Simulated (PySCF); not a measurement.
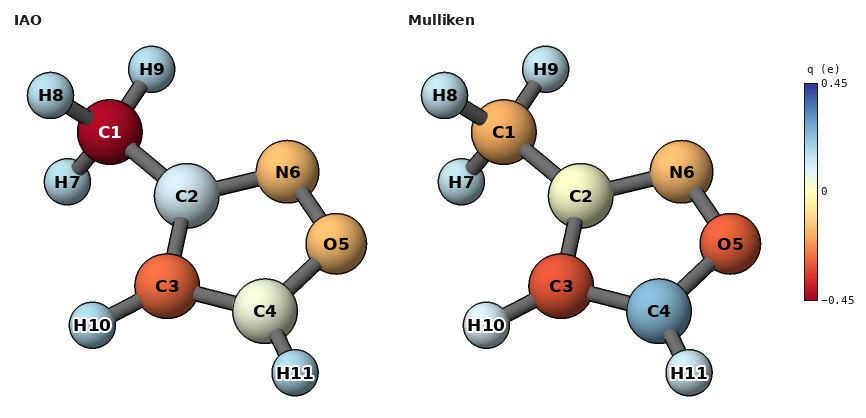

Atomic charges of one calculation by 2 schemes, on one colour scale. The geometry was computed by an optimisation with PBE0-D3(BJ)/def2-SVP. No frequency run is at hand to confirm it as a minimum. Method: PBE0/pcSseg-1 (PySCF 2.14.0).

Question. On which atom do the schemes disagree most?

Answer. On C1 (from −0.43 to −0.17 e).

List the charges (e), one line for each set of equivalent atoms. Atoms whose distances differ by more than 0.02 Å in this geometry are listed apart.

| atom | IAO | Mulliken |
| --- | --- | --- |
| C1 | −0.43 | −0.17 |
| C2 | 0.11 | 0.02 |
| C3 | −0.26 | −0.30 |
| C4 | 0.04 | 0.24 |
| O5 | −0.15 | −0.28 |
| N6 | −0.15 | −0.15 |
| H7 | 0.16 | 0.14 |
| H8 | 0.16 | 0.14 |
| H9 | 0.17 | 0.14 |
| H10 | 0.17 | 0.10 |
| H11 | 0.18 | 0.12 |
